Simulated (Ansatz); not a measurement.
# Calculations on C2H4N

**1. Relaxation**

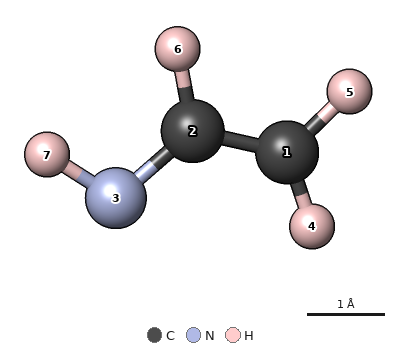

C2H4N (multiplicity 2), before the relaxation. Style: ball-and-stick. Shown at a tilt.

The run prepares an end point of a later path (torsion) calculation, from a guessed geometry.

Computed with UKS PBE0/def2-SVP in Ansatz 0.2.0.

The input:
```yaml
crystal:
  periodic: [false, false, false]
  atoms:
    - { symbol: C, position_ang: [-0.8716, 0.2863, -0.3849] }
    - { symbol: C, position_ang: [0.2682, 0.0307, 0.1353] }
    - { symbol: "N", position_ang: [0.8146, -1.1747, 0.2372] }
    - { symbol: H, position_ang: [-1.467, -0.4495, -0.8042] }
    - { symbol: H, position_ang: [-1.2782, 1.343, -0.4513] }
    - { symbol: H, position_ang: [0.8135, 0.921, 0.5114] }
    - { symbol: H, position_ang: [1.7818, -1.0248, 0.7108] }
magnetization:
  spin_polarized: true
  initial_magnetization: 1
basis:
  gaussian: { orbitals: def2-SVP }
hamiltonian:
  xc: pbe0
relax:
  f_tol: 0.015
  max_steps: 40
```

Command:
```bash
ansatz run input.yaml --threads 1 --pin off --max-ram 2048MiB --backend cpu --events-out ev --progress --plain --runs-dir out
```

Q: Predict the outcome.

A: The largest move after the best rigid fit is that of H6, 0.093 Å. By element the largest moves are H 0.093 Å, C 0.091 Å, N 0.044 Å. Near-neighbour distances that change, for instance: C1–C2 1.279 → 1.402 Å, N3–H7 1.087 → 1.025 Å, C1–H4 1.035 → 1.093 Å, C1–H5 1.134 → 1.092 Å. Among the angles between lasting bonds that change: C1–C2–N3 125.4° → 121.1°, H4–C1–H5 115.6° → 119.4°, C2–N3–H7 105.9° → 109.6°. The energy falls by 13.0 kcal/mol in 6 geometry steps. Largest force component: 5.8 eV/Å at the start, 0.0079 eV/Å at the end. The run took 10 s on 1 thread of Intel(R) Xeon(R) 6975P-C (Granite Rapids), with other jobs on the host, peak memory 0.14 GiB.

The structure at the end:

```xyz
7

C    -0.9152    0.3217   -0.4133
C     0.3378    0.0798    0.1674
N     0.8266   -1.1324    0.2378
H    -1.4887   -0.5190   -0.8119
H    -1.3289    1.3301   -0.4753
H     0.8846    0.9579    0.5580
H     1.7451   -1.1061    0.6917
```

After the run, drawn alike:

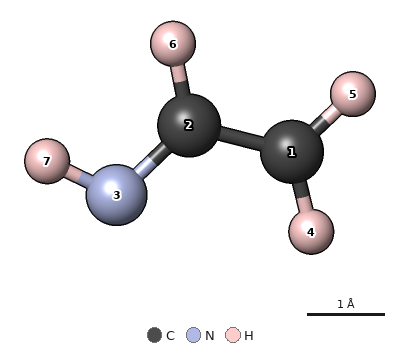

**2. Relaxation**

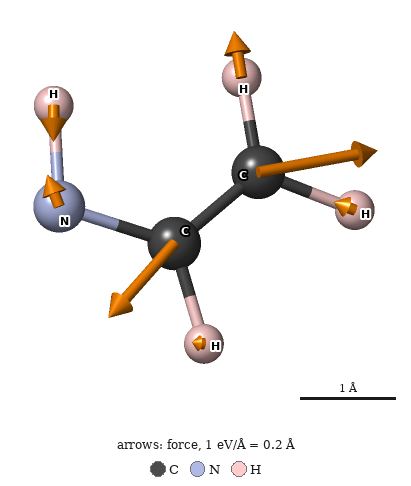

Starting geometry of C2H4N (multiplicity 2) with the computed forces as orange arrows. Style: ball-and-stick. Shown at a tilt.

The run prepares an end point of a later path (torsion) calculation, from a guessed geometry.

Level of theory: Ansatz 0.2.0, UKS PBE0/def2-SVP. Set-up: collinear spin; force threshold 0.015 eV/Å; at most 40 steps.

> Is this structure relaxed? If not, where do the atoms go?

It isn't relaxed: the largest force vector, on a C atom, is 7.00 eV/Å. The final displacements follow the starting forces only in part (cosine between the two patterns 0.55). Over 6 accepted moves (7 points after the start) the energy falls by 54.3 kJ/mol. Largest force component: 5.2 eV/Å at the start, 0.0016 eV/Å at the end. The line search rejected the trial step at point 4 of the run. The largest move after the best rigid fit is that of an H atom, 0.12 Å. Largest moves by element: H 0.12 Å, C 0.10 Å, N 0.02 Å. Among the contacts that change: C–C 1.279 → 1.403 Å, C–H 1.035 → 1.095 Å, H–N 1.087 → 1.029 Å, C–H 1.134 → 1.093 Å. Among the angles between lasting bonds that change: N–C–H 120.0° → 116.0°, C–N–H 105.9° → 109.0°, C–C–H 114.6° → 117.1°.

**3. Path**

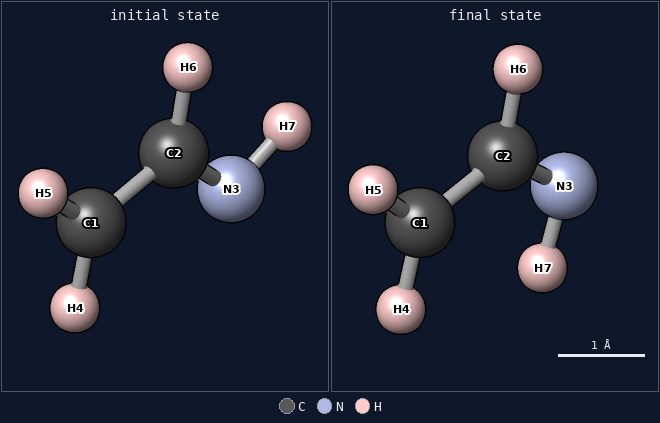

The two relaxed end points of a path for C2H4N (multiplicity 2). The picture is a ball-and-stick view, seen from a free direction.

Level of theory: Ansatz, UKS PBE0/def2-SVP.

Settings: 9 movable images; climbing image; force threshold 0.05 eV/Å; iteration limit 60.

Start:
```xyz
7

C    -0.9152    0.3218   -0.4132
C     0.3379    0.0797    0.1673
N     0.8263   -1.1326    0.2379
H    -1.4890   -0.5187   -0.8116
H    -1.3286    1.3304   -0.4753
H     0.8849    0.9578    0.5576
H     1.7450   -1.1064    0.6916
```

End:
```xyz
7

C    -0.7788    0.2495   -0.3564
C     0.4788    0.2829    0.2646
N     1.2630   -0.7362    0.5070
H    -1.2069   -0.6985   -0.6984
H    -1.3597    1.1612   -0.5141
H     0.8540    1.2680    0.5858
H     0.8109   -1.5950    0.1658
```

**Predict the minimum-energy path and its barrier.**

Forward barrier 72.4 kJ/mol, backward barrier 70.2 kJ/mol, with image 5 at the top; the reaction energy is +2.2 kJ/mol. The motion is a rotation about the C2–N3 bond by about 180°. No bond forms or breaks between the ends. Among the angles between lasting bonds that change up to the highest image: N3–C2–H6 122.1° → 112.8°, C1–C2–N3 121.1° → 127.7°. The band is converged.

Energies of the converged images:

```json
{"image": "0", "path (Å)": "0.00", "E (kJ/mol)": "0.0"}
{"image": "1", "path (Å)": "0.22", "E (kJ/mol)": "5.3"}
{"image": "2", "path (Å)": "0.44", "E (kJ/mol)": "22.8"}
{"image": "3", "path (Å)": "0.65", "E (kJ/mol)": "48.4"}
{"image": "4", "path (Å)": "0.87", "E (kJ/mol)": "67.3"}
{"image": "5", "path (Å)": "1.09", "E (kJ/mol)": "72.4"}
{"image": "6", "path (Å)": "1.31", "E (kJ/mol)": "67.2"}
{"image": "7", "path (Å)": "1.54", "E (kJ/mol)": "48.5"}
{"image": "8", "path (Å)": "1.76", "E (kJ/mol)": "21.7"}
{"image": "9", "path (Å)": "1.98", "E (kJ/mol)": "6.0"}
{"image": "10", "path (Å)": "2.21", "E (kJ/mol)": "2.2"}
```

The geometry at the top of the path:

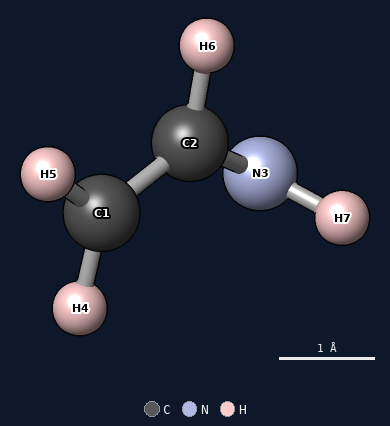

Cost: 92 s on 1 thread of Intel(R) Xeon(R) 6975P-C (Granite Rapids) (shared host), peak memory 0.15 GiB.
